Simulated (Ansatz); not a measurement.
# WCl (sextet): correlated methods under varied settings

What do other methods and options give for WCl (sextet) at this geometry, and how long do they take?

Computed with Ansatz 0.2.0, Gaussian basis. Level: the settings change from run to run.

12 further runs of the same task are left out: 2 for a known fault of the program, 1 that didn't finish, 9 set aside as unsound or not needed. Runs told in other sessions of the task aren't counted.

### 1 The geometry

The geometry is a PBE0/def2-TZVP stationary point (not a proven minimum). No spin-orbit coupling is included. Elements past krypton take def2 core potentials.

2 atoms, charge 0, spin multiplicity 6.

Atoms are counted from 1 here; the program's logs count them from 0.

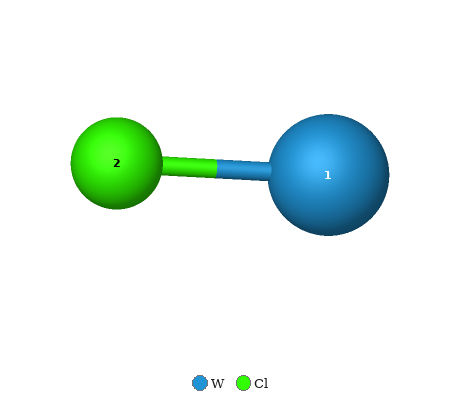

The structure; tungsten blue, chlorine green; atoms are numbered from 1 in the order of the file.

### 2 HF (ROHF)/def2-SVPD

File in.yaml:

```yaml
crystal:
  periodic: [false, false, false]
  atoms:
    - {symbol: W, position_ang: [0.000000, 0.000000, 0.000000]}
    - {symbol: Cl, position_ang: [0.000000, 0.000000, 2.275000]}
basis:
  gaussian: {orbitals: def2-SVPD}
magnetization: {spin_polarized: false, initial_magnetization: 5}
hamiltonian: {xc: hf}
scf: {lower_state_search: light}
output: {orbitals: {seedname: orbitals}}
```

Started as:

```sh
ansatz run in.yaml --threads 1 --pin off --events-out ev --progress --plain --max-ram 2393MiB
```

Log:

```text
Functional definition: HF
  name "HF"
  cite "Fock, Z. Phys. 61, 126 (1930) doi:10.1007/BF01340294"
  parent pbe
  exchange = exact_x
  correlation = 0
565 factors; integrals over basis functions are off by at most 9.7e-4 eV
mean field evaluation 1: about -14305.5431 eV, gradient 1.3e1 eV
mean field evaluation 2: about -14305.6605 eV, gradient 1.3e1 eV
mean field evaluation 4: about -14306.9931 eV, gradient 1.6e0 eV
mean field evaluation 8: about -14307.0225 eV, gradient 3.2e-1 eV
mean field evaluation 16: about -14295.0358 eV, gradient 3.6e2 eV
mean field evaluation 32: about -14306.1429 eV, gradient 2.1e0 eV
mean field evaluation 64: about -14306.8355 eV, gradient 5.8e0 eV
mean field -14307.02321975 eV, -525.7734056771 hartree, gradient 4.7e-5 eV, S^2 8.750000; 4 other end points of the search recorded, 0 dependent functions left out
reference -14307.02321975 eV, -525.7734056771 hartree; 18, 13 occupied and 44, 49 virtual orbitals, 565 factors
Total energy: -14307.02321975 eV, -525.7734056771 hartree
```

Run time: 1.4 s. Hardware: 1 thread of Arm Neoverse V1, shared host.

### 3 HF (ROHF)/def2-SVP

File in.yaml:

```yaml
crystal:
  periodic: [false, false, false]
  atoms:
    - {symbol: W, position_ang: [0.000000, 0.000000, 0.000000]}
    - {symbol: Cl, position_ang: [0.000000, 0.000000, 2.275000]}
basis:
  gaussian: {orbitals: def2-SVP}
magnetization: {spin_polarized: false, initial_magnetization: 5}
hamiltonian: {xc: hf}
output: {forces: true, orbitals: {seedname: orbitals}}
```

The command is unchanged.

Log (excerpt; [...] marks lines left out):

```text
Functional definition: HF
  name "HF"
  cite "Fock, Z. Phys. 61, 126 (1930) doi:10.1007/BF01340294"
  parent pbe
[...]
475 factors; integrals over basis functions are off by at most 1.2e-3 eV
[...]
mean field -14306.72475852 eV, -525.7624374293 hartree, gradient 1.7e-5 eV, S^2 8.750000; 3 other end points of the search recorded, 0 dependent functions left out
[...]
reference -14306.72475852 eV, -525.7624374293 hartree; 18, 13 occupied and 32, 37 virtual orbitals, 475 factors
Total energy: -14306.72475852 eV, -525.7624374293 hartree
Atom 0 at     0.000000     0.000000     0.000000 Å, force    -0.000000     0.000000    -1.570136 eV/Å
Atom 1 at     0.000000     0.000000     2.275000 Å, force     0.000000    -0.000000     1.570136 eV/Å
Dipole moment:    -0.000000     0.000000    -0.917451 e Å
```

Run time: 0.87 s. Hardware: 1 thread of Arm Neoverse V1, shared host.

### 4 NEVPT2(5,6)/def2-SVP

in.yaml, as its differences from that of step 3:

```diff
@@ -8,3 +8,4 @@
 magnetization: {spin_polarized: false, initial_magnetization: 5}
-hamiltonian: {xc: hf}
-output: {forces: true, orbitals: {seedname: orbitals}}
+hamiltonian: {pseudopotentials: {relativity: none}}
+correlation: {method: sc_nevpt2, electrons: outside_noble_gas, active_space: {window: {electrons: 5, orbitals: 6}, states: [{multiplicity: 6, weights: [1, 0.5, 1, 1]}], root: 0}}
+scf: {lower_state_search: off}
```

Launched as before.

Log (excerpt; [...] marks lines left out):

```text
Functional definition: HF
  name "HF"
  cite "Fock, Z. Phys. 61, 126 (1930) doi:10.1007/BF01340294"
  parent pbe
[...]
859 factors; integrals over basis functions are off by at most 2.4e-7 eV
[...]
mean field -14306.72485895 eV, -525.7624411199 hartree, gradient 8.7e-6 eV, S^2 8.750000; 0 other end points of the search recorded, 0 dependent functions left out
reference -14306.72485895 eV, -525.7624411199 hartree; 18, 13 occupied and 32, 37 virtual orbitals, 859 factors
state -14306.59509875 eV, -525.7576725208 hartree
state -14305.66393527 eV, -525.7234528938 hartree
state -14305.66393527 eV, -525.7234528938 hartree
state -14304.98324239 eV, -525.6984378918 hartree
state -14306.59509875 eV, -525.7576725208 hartree; corrected -14311.95164552 eV, -525.9545219836 hartree
state -14305.66393527 eV, -525.7234528938 hartree; corrected -14310.80940043 eV, -525.9125452509 hartree
state -14305.66393527 eV, -525.7234528938 hartree; corrected -14310.80940043 eV, -525.9125452509 hartree
state -14304.98324239 eV, -525.6984378918 hartree; corrected -14310.08044814 eV, -525.8857567483 hartree
an earlier search ended where averaged states of different weights were degenerate, so these states were given the mean of their weights and the orbitals were optimised with it
Total energy: -14311.95164552 eV, -525.9545219836 hartree
Checks for a lower state left out: stability, starts, cluster_reference, orbital_swaps, neighbouring_geometries, increment
```

It took 2.6 s on 1 thread of Arm Neoverse V1, shared host.

From the report: 3 determinants; active occupations (of the averaged states) 1.00, 1.00, 0.79, 0.79, 0.71, 0.71.

### 5 NEVPT2(5,8)/def2-SVP

File in.yaml:

```yaml
crystal:
  periodic: [false, false, false]
  atoms:
    - {symbol: W, position_ang: [0.000000, 0.000000, 0.000000]}
    - {symbol: Cl, position_ang: [0.000000, 0.000000, 2.275000]}
basis:
  gaussian: {orbitals: def2-SVP, fitting: {mean_field: def2-universal-jkfit}}
magnetization: {spin_polarized: false, initial_magnetization: 5}
correlation: {method: sc_nevpt2, electrons: outside_noble_gas, active_space: {window: {electrons: 5, orbitals: 8}}}
```

Same command.

Log:

```text
Functional definition: HF
  name "HF"
  cite "Fock, Z. Phys. 61, 126 (1930) doi:10.1007/BF01340294"
  parent pbe
  exchange = exact_x
  correlation = 0
355 factors; integrals over basis functions are off by at most 3.1e-2 eV
mean field evaluation 1: about -14305.5985 eV, gradient 1.1e1 eV
mean field evaluation 2: about -14306.4755 eV, gradient 8.2e0 eV
mean field evaluation 4: about -14306.7207 eV, gradient 7.2e-1 eV
mean field evaluation 8: about -14303.6292 eV, gradient 1.5e1 eV
mean field evaluation 16: about -14306.7116 eV, gradient 3.6e-1 eV
mean field evaluation 32: about -14305.7334 eV, gradient 2.1e-5 eV
mean field -14306.72364156 eV, -525.7623963818 hartree, gradient 2.2e-6 eV, S^2 8.750000; 7 other end points of the search recorded, 0 dependent functions left out
reference -14306.72364156 eV, -525.7623963818 hartree; 18, 13 occupied and 32, 37 virtual orbitals, 355 factors
state -14306.92976023 eV, -525.7699711033 hartree
state -14306.92976023 eV, -525.7699711033 hartree; corrected -14312.02785232 eV, -525.9573225317 hartree
Total energy: -14312.02785232 eV, -525.9573225317 hartree
```

Run time: 7 s. Hardware: 1 thread of Arm Neoverse V1, shared host.

From the report: 28 determinants; active occupations 1.00, 1.00, 1.00, 1.00, 1.00, 0.00, 0.00, 0.00.

### 6 CASSCF(5,6)/def2-SVP

File in.yaml:

```yaml
crystal:
  periodic: [false, false, false]
  atoms:
    - {symbol: W, position_ang: [0.000000, 0.000000, 0.000000]}
    - {symbol: Cl, position_ang: [0.000000, 0.000000, 2.275000]}
basis:
  gaussian: {orbitals: def2-SVP}
magnetization: {spin_polarized: false, initial_magnetization: 5}
correlation: {active_space: {window: {electrons: 5, orbitals: 6}}}
output: {forces: true}
```

Same command.

Log (excerpt; [...] marks lines left out):

```text
Functional definition: HF
  name "HF"
  cite "Fock, Z. Phys. 61, 126 (1930) doi:10.1007/BF01340294"
  parent pbe
[...]
475 factors; integrals over basis functions are off by at most 1.2e-3 eV
[...]
mean field -14306.72475852 eV, -525.7624374293 hartree, gradient 8.8e-6 eV, S^2 8.750000; 7 other end points of the search recorded, 0 dependent functions left out
reference -14306.72475852 eV, -525.7624374293 hartree; 18, 13 occupied and 32, 37 virtual orbitals, 475 factors
state -14306.72475852 eV, -525.7624374293 hartree
[...]
Total energy: -14306.72475852 eV, -525.7624374293 hartree
Atom 0 at     0.000000     0.000000     0.000000 Å, force    -0.000000     0.000000    -1.570136 eV/Å
Atom 1 at     0.000000     0.000000     2.275000 Å, force     0.000000    -0.000000     1.570136 eV/Å
Dipole moment:    -0.000000     0.000000    -0.917450 e Å
```

It took 3.2 s on 1 thread of Arm Neoverse V1, shared host.

From the report: 6 determinants; active occupations 1.00, 1.00, 1.00, 1.00, 1.00, 0.00. With so small a space the active step adds no correlation: the energy is the mean field's.

### 7 CCSD(T) on UHF/def2-SVP

File in.yaml:

```yaml
crystal:
  periodic: [false, false, false]
  atoms:
    - {symbol: W, position_ang: [0.000000, 0.000000, 0.000000]}
    - {symbol: Cl, position_ang: [0.000000, 0.000000, 2.275000]}
basis:
  gaussian: {orbitals: def2-SVP}
magnetization: {spin_polarized: true, initial_magnetization: 5}
correlation: {method: ccsd_t, electrons: valence}
```

Same command.

Log (excerpt; [...] marks lines left out):

```text
Functional definition: HF
  name "HF"
  cite "Fock, Z. Phys. 61, 126 (1930) doi:10.1007/BF01340294"
  parent pbe
[...]
475 factors; integrals over basis functions are off by at most 1.2e-3 eV
[...]
mean field -14306.89114689 eV, -525.7685520890 hartree, gradient 1.8e-6 eV, S^2 8.765972; 5 other end points of the search recorded, 0 dependent functions left out
determinant -14306.89114689 eV, -525.7685520890 hartree, with singles and doubles -14315.93523591 eV, -526.1009162302 hartree
determinant -14305.87824150 eV, -525.7313285027 hartree, with singles and doubles -14314.78832214 eV, -526.0587679268 hartree
determinant -14305.17577243 eV, -525.7055132404 hartree, with singles and doubles -14313.99106991 eV, -526.0294694477 hartree
determinant -14304.41627513 eV, -525.6776022295 hartree, with singles and doubles -14313.21645852 eV, -526.0010030040 hartree
5 core orbitals not correlated: weight in the atoms' cores, before any rotation towards them, 1.000 or more for the frozen orbitals, at most 0.000 for the correlated occupied ones
reference -14306.89114689 eV, -525.7685520890 hartree; 13, 8 occupied and 32, 37 virtual orbitals, 475 factors
second order -8.69666045 eV of doubles, -0.00000000 eV of singles
cycle   1  -9.04474028 eV  change   -6.5e-4 eV  update   9.2e-4
[...]
cycle   6  -9.04508219 eV  change   -1.3e-5 eV  update   2.4e-5
perturbative correction -0.21827570 eV, -0.0080214841 hartree
Total energy: -14316.15450478 eV, -526.1089742125 hartree
```

Wall time 6.5 s (1 thread of Arm Neoverse V1, shared host).

From the report: ⟨S²⟩ of the determinant 8.766 (pure sextet: 8.75); correlation -9.2634 eV; T1 0.018; largest double amplitude 0.03.

### 8 CCSD/def2-SVP

in.yaml, as its differences from that of step 7:

```diff
@@ -8,2 +8,4 @@
 magnetization: {spin_polarized: true, initial_magnetization: 5}
-correlation: {method: ccsd_t, electrons: valence}
+hamiltonian: {xc: {name: B3LYP}}
+correlation: {method: ccsd, electrons: all}
+output: {forces: true}
```

Launched as before.

Log (excerpt; [...] marks lines left out):

```text
Functional definition: B3LYP
  name "B3LYP"
  cite "Stephens, Devlin, Chabalowski & Frisch, J. Phys. Chem. 98, 11623 (1994) doi:10.1021/j100096a001"
  cite "Becke, Phys. Rev. A 38, 3098 (1988) doi:10.1103/PhysRevA.38.3098"
  cite "Lee, Yang & Parr, Phys. Rev. B 37, 785 (1988) doi:10.1103/PhysRevB.37.785"
  cite "Vosko, Wilk & Nusair, Can. J. Phys. 58, 1200 (1980) doi:10.1139/p80-159"
[...]
475 factors; integrals over basis functions are off by at most 1.2e-3 eV
[...]
mean field -14343.08300156 eV, -527.0985782164 hartree, gradient 3.9e-6 eV, S^2 8.756530; 2 other end points of the search recorded, 0 dependent functions left out
reference -14306.34611968 eV, -525.7485227086 hartree; 18, 13 occupied and 32, 37 virtual orbitals, 475 factors
second order -9.53579752 eV of doubles, -0.41220606 eV of singles
cycle   1  -9.52048162 eV  change    4.2e-1 eV  update   9.5e-2
[...]
cycle  15  -9.77653068 eV  change    8.5e-8 eV  update   2.3e-7
[...]
Total energy: -14316.12265036 eV, -526.1078035844 hartree
Atom 0 at     0.000000     0.000000     0.000000 Å, force     0.000000     0.000000    -0.610695 eV/Å
Atom 1 at     0.000000     0.000000     2.275000 Å, force     0.000000    -0.000000     0.610695 eV/Å
Dipole moment:    -0.000000     0.000000    -0.734795 e Å
```

Wall time 20 s (1 thread of Arm Neoverse V1, shared host); peak memory 0.27 GiB.

From the report: ⟨S²⟩ of the determinant 8.757 (pure sextet: 8.75); correlation -9.7765 eV; T1 0.011; largest double amplitude 0.03. The orbitals are Kohn-Sham ones, so correlation energy and T1 don't compare with those on Hartree-Fock orbitals.

### 9 All runs side by side

```
                                           level         correlated  functions  energy (eV)    time
                             HF (ROHF)/def2-SVPD                            62  -14307.0232   1.4 s
                              HF (ROHF)/def2-SVP                            50  -14306.7248  0.87 s
NEVPT2(5,6)/def2-SVP (lowest root of an average)  outside noble gas         50  -14311.9516   2.6 s
                            NEVPT2(5,8)/def2-SVP  outside noble gas         50  -14312.0279     7 s
                            CASSCF(5,6)/def2-SVP                            50  -14306.7248   3.2 s
                         CCSD(T) on UHF/def2-SVP            valence         50  -14316.1545   6.5 s
               CCSD/def2-SVP (on B3LYP orbitals)                all         50  -14316.1227    20 s
```

### 10 Summary of results

| quantity | value |
| --- | --- |
| runs | 7 |
| quickest | HF (ROHF)/def2-SVP, 0.87 s |
| slowest | CCSD/def2-SVP (on B3LYP orbitals), 20 s |

Total energies in different bases, with other cores or another treatment of relativity can't be set against each other. CCSD/def2-SVP (on B3LYP orbitals) took 23 times as long as HF (ROHF)/def2-SVP; the jobs differ in more than the method.
